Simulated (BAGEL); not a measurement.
# CH6O2Si (SMILES C[SiH](O)O), step by step

Aim: a single-point energy (HF/cc-pVDZ), then a single-point energy (NEVPT2(2,2)/cc-pVDZ) of CH6O2Si. 

The calculation is run with BAGEL 1.2.2.

2 further runs of the same task are left out: 2 set aside as unsound or not needed.

### Step 1. The system as given

CH6O2Si: 10 atoms, total charge 0, spin state singlet. As SMILES, `C[SiH](O)O`. The coordinates come from a PBE0-D4/def2-TZVP relaxation. This is one conformer, not always the lowest.

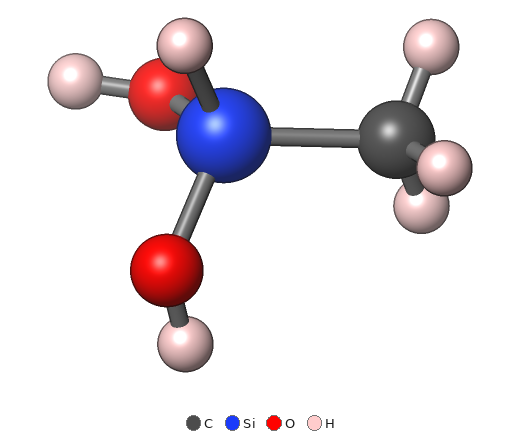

The structure, seen from a chosen angle (carbon dark grey, silicon blue, oxygen red, hydrogen pink).

### Step 2. The energy at HF/cc-pVDZ (density fitting with svp-jkfit) (run 1)

input.json

```json
{ "bagel" : [

{
  "title" : "molecule",
  "basis" : "cc-pvdz.json",
  "df_basis" : "svp-jkfit",
  "angstrom" : true,
  "geometry" : [
    { "atom" : "C", "xyz" : [   -1.292954,    0.347796,   -0.146391 ] },
    { "atom" : "Si", "xyz" : [    0.517500,    0.180000,    0.206800 ] },
    { "atom" : "O", "xyz" : [    0.650400,   -1.156000,    1.160800 ] },
    { "atom" : "O", "xyz" : [    1.425000,    0.058500,   -1.161600 ] },
    { "atom" : "H", "xyz" : [   -1.681054,   -0.549804,   -0.635591 ] },
    { "atom" : "H", "xyz" : [   -1.853354,    0.489096,    0.780809 ] },
    { "atom" : "H", "xyz" : [   -1.484354,    1.203796,   -0.797391 ] },
    { "atom" : "H", "xyz" : [    1.088600,    1.369900,    0.884700 ] },
    { "atom" : "H", "xyz" : [    1.521500,   -1.366900,    1.499800 ] },
    { "atom" : "H", "xyz" : [    1.192100,   -0.627600,   -1.788900 ] }
  ]
},
{ "title" : "hf" },
{ "title" : "print", "file" : "orbitals.molden", "orbitals" : true }

]}
```

The basis set cc-pVDZ is read from a file made from the Basis Set Exchange's data (not shown).

Command:

```bash
$ BAGEL_NUM_THREADS=1 BAGEL input.json > input.out
```

Output:

```text
* using 1 threads per process

  ===============================================================
  ===============================================================

  *** Geometry ***

  { "atom" : "C", "xyz" : [     -2.443329,      0.657239,     -0.276639 ] },
  { "atom" : "Si", "xyz" : [      0.977933,      0.340151,      0.390795 ] },
  { "atom" : "O", "xyz" : [      1.229078,     -2.184523,      2.193594 ] },
  { "atom" : "O", "xyz" : [      2.692860,      0.110549,     -2.195106 ] },
  { "atom" : "H", "xyz" : [     -3.176732,     -1.038979,     -1.201093 ] },
  { "atom" : "H", "xyz" : [     -3.502331,      0.924257,      1.475515 ] },
  { "atom" : "H", "xyz" : [     -2.805023,      2.274845,     -1.506851 ] },
  { "atom" : "H", "xyz" : [      2.057156,      2.588736,      1.671841 ] },
  { "atom" : "H", "xyz" : [      2.875218,     -2.583067,      2.834211 ] },
  { "atom" : "H", "xyz" : [      2.252743,     -1.185992,     -3.380531 ] },

  Number of auxiliary basis functions:      465

  Since a DF basis is specified, we compute 2- and 3-index integrals:
    o Being stored without compression. Storage requirement is 0.030 GB

  Number of basis functions:       90
  Number of electrons      :       42

    * METHOD: MOLECULE                             0.38

  *** RHF ***

  === Nuclear Repulsion ===
   183.9655311534

      * DIIS with orbital gradients will be used.

  === RHF iteration (cc-pvdz.json) ===
      0       -479.77793816          0.01932036           0.10
      1       -480.01696852          0.01180121           0.09
      2       -480.12410784          0.00152381           0.09
      3       -480.12599471          0.00051722           0.09
      4       -480.12618379          0.00008999           0.09
      5       -480.12619052          0.00001817           0.09
      6       -480.12619086          0.00000654           0.09
      7       -480.12619090          0.00000175           0.09
      8       -480.12619090          0.00000062           0.09
      9       -480.12619090          0.00000016           0.09
     10       -480.12619090          0.00000008           0.09
     11       -480.12619090          0.00000002           0.09
     12       -480.12619090          0.00000000           0.09
    * SCF iteration converged.

    * Permanent dipole moment:
           (    0.038728,     0.318541,     0.163477) a.u.

    * METHOD: HF                                   1.44

    * METHOD: PRINT                                0.04

  ===============================================================
```

It took 2 s on 1 thread of Arm Neoverse N1, shared host; peak memory 0.15 GiB.

### Step 3. The energy at NEVPT2(2,2)/cc-pVDZ (density fitting with svp-jkfit) (run 2)

input.json

```json
{ "bagel" : [

{
  "title" : "molecule",
  "basis" : "cc-pvdz.json",
  "df_basis" : "svp-jkfit",
  "angstrom" : "true",
  "geometry" : [
    { "atom" : "C", "xyz" : [      -1.292954,       0.347796,      -0.146391 ] },
    { "atom" : "Si", "xyz" : [       0.517500,       0.180000,       0.206800 ] },
    { "atom" : "O", "xyz" : [       0.650400,      -1.156000,       1.160800 ] },
    { "atom" : "O", "xyz" : [       1.425000,       0.058500,      -1.161600 ] },
    { "atom" : "H", "xyz" : [      -1.681054,      -0.549804,      -0.635591 ] },
    { "atom" : "H", "xyz" : [      -1.853354,       0.489096,       0.780809 ] },
    { "atom" : "H", "xyz" : [      -1.484354,       1.203796,      -0.797391 ] },
    { "atom" : "H", "xyz" : [       1.088600,       1.369900,       0.884700 ] },
    { "atom" : "H", "xyz" : [       1.521500,      -1.366900,       1.499800 ] },
    { "atom" : "H", "xyz" : [       1.192100,      -0.627600,      -1.788900 ] }
  ]
},

{
  "title" : "hf"
},

{
  "title" : "casscf",
  "nstate" : 1,
  "nact" : 2,
  "nclosed" : 20,
  "active" : [11, 30],
  "maxiter" : 200,
  "natocc" : "true"
},

{
  "title" : "nevpt2",
  "nstate" : 1,
  "nact" : 2,
  "nclosed" : 20,
  "active" : [11, 30],
  "maxiter" : 200,
  "natocc" : "true",
  "ncore" : 8
},

{
  "title" : "print",
  "file" : "orbitals.molden",
  "orbitals" : "true"
}

]}
```

The basis set cc-pVDZ is read from a file made from the Basis Set Exchange's data (not shown).

Command:

```bash
$ BAGEL_NUM_THREADS=1 BAGEL input.json > input.out
```

Output:

```text
* using 1 threads per process

  ===============================================================
  ===============================================================

  *** Geometry ***

  { "atom" : "C", "xyz" : [     -2.443329,      0.657239,     -0.276639 ] },
  { "atom" : "Si", "xyz" : [      0.977933,      0.340151,      0.390795 ] },
  { "atom" : "O", "xyz" : [      1.229078,     -2.184523,      2.193594 ] },
[... 6 lines of this table left out ...]
  { "atom" : "H", "xyz" : [      2.252743,     -1.185992,     -3.380531 ] },

  Number of auxiliary basis functions:      465

  Since a DF basis is specified, we compute 2- and 3-index integrals:
    o Being stored without compression. Storage requirement is 0.030 GB

  Number of basis functions:       90
  Number of electrons      :       42

    * METHOD: MOLECULE                             0.38

  *** RHF ***

[... 11 lines left out ...]
    * SCF iteration converged.
[... 1 line left out ...]
    * Permanent dipole moment:
[... 27 lines left out ...]
    * Second-order optimization converged. *

     guess   0:   closed 1.                   open ..

  === FCI iteration ===

      0  0      -480.12610031     6.99e-02      0.00
      1  0      -480.13790537     7.61e-04      0.00
      2  0 *    -480.13790781     2.68e-16      0.00

     * ci vector, state   0, <S^2> = 0.0000
       2.     0.9964501250
       .2    -0.0841852023

    * METHOD: CASSCF                               6.28

    * freezing 8 orbitals

  === DF-NEVPT2 calculation ===

    * 3-index integral transformation done
    * assembly done

      NEVPT2 correlation energy:   -0.6040899035      0.33

          (+0)     -0.5325142442
          (+0)'    -0.0205165606
          (+1)     -0.0098894163
          (+1)'    -0.0000000000
          (+2)     -0.0002347991
          (-1)     -0.0337081940
          (-1)'     0.0000000000
          (-2)     -0.0072266894

      NEVPT2 total energy:       -480.7419977120

    * METHOD: NEVPT2                               0.51

    * METHOD: PRINT                                0.04

  ===============================================================
```

It took 9 s on 1 thread of Arm Neoverse N1, shared host; peak memory 0.15 GiB.

### Step 4. Results

| quantity | value |
| --- | --- |
| run 1, HF/cc-pVDZ: total energy | -480.12619 Eh |
| run 1, HF/cc-pVDZ: dipole moment | 0.92 D |
| run 1, HF/cc-pVDZ: HOMO energy | -11.91 eV |
| run 1, HF/cc-pVDZ: LUMO energy | 4.66 eV |
| run 1, HF/cc-pVDZ: HOMO–LUMO gap | 16.57 eV |
| run 2, NEVPT2(2,2)/cc-pVDZ: total energy | -480.74200 Eh |
